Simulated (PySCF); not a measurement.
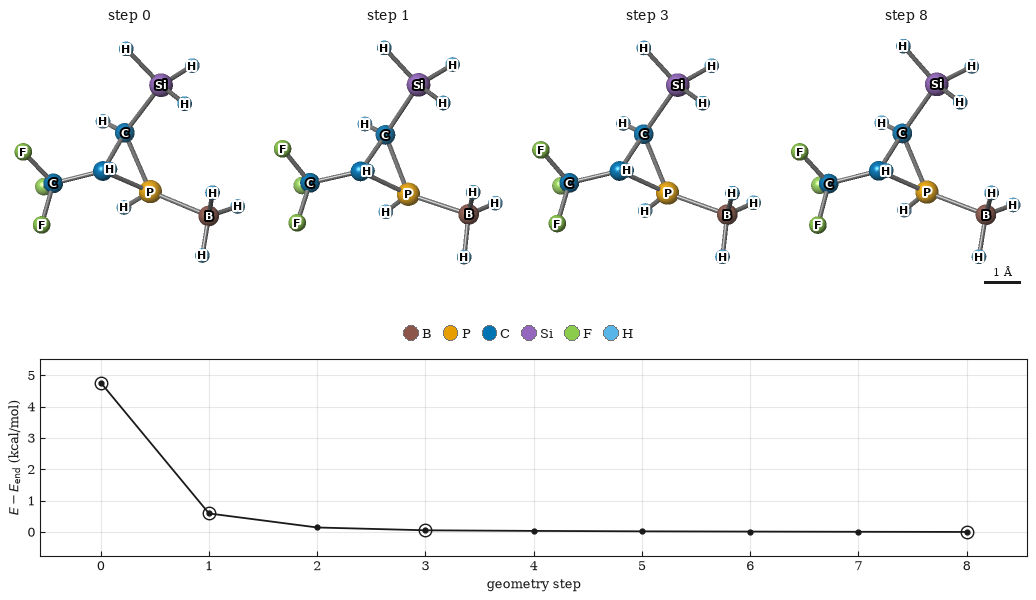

Frames of a relaxation of C3H9BF3PSi, marked on the history of the run. Style: ball-and-stick. Shown at a tilt.

The start comes from GFN2-xTB. Its atoms were then displaced at random by about 0.01 Å.

Method: PBE0-D3(BJ)/def2-SVP geometry optimisation, gas phase (PySCF 2.14.0, density-fitted response routines). 

### What happens along the run?

Over 8 geometry steps the energy falls by 4.76 kcal/mol. An H atom moves most after the best rigid fit: 0.12 Å. Largest moves by element: H 0.12 Å, P 0.07 Å, F 0.05 Å, C 0.05 Å, Si 0.05 Å, B 0.04 Å. Among the contacts that change: B–H 1.154 → 1.220 Å, H–Si 1.435 → 1.490 Å, B–P 1.953 → 1.915 Å, H–Si 1.464 → 1.490 Å. Among the angles between lasting bonds that change: B–P–H 129.6° → 123.4°, C–P–H 99.5° → 103.6°, B–P–C 121.9° → 126.0°. Cost: 93 s on 1 thread of Intel(R) Xeon(R) 6975P-C, with other jobs on the host. From step 0 to 1: H atoms move most (0.15 Å), energy −4.17 kcal/mol. From step 1 to 3: an H atom moves most (0.05 Å), energy −0.54 kcal/mol. From step 3 to 8: an H atom moves most (0.07 Å), energy −0.05 kcal/mol.

```json
{"step": "0", "E − E(0), kcal/mol": "0.00"}
{"step": "1", "E − E(0), kcal/mol": "-4.17"}
{"step": "2", "E − E(0), kcal/mol": "-4.62"}
{"step": "3", "E − E(0), kcal/mol": "-4.71"}
{"step": "4", "E − E(0), kcal/mol": "-4.73"}
{"step": "5", "E − E(0), kcal/mol": "-4.74"}
{"step": "6", "E − E(0), kcal/mol": "-4.75"}
{"step": "7", "E − E(0), kcal/mol": "-4.76"}
{"step": "8", "E − E(0), kcal/mol": "-4.76"}
```
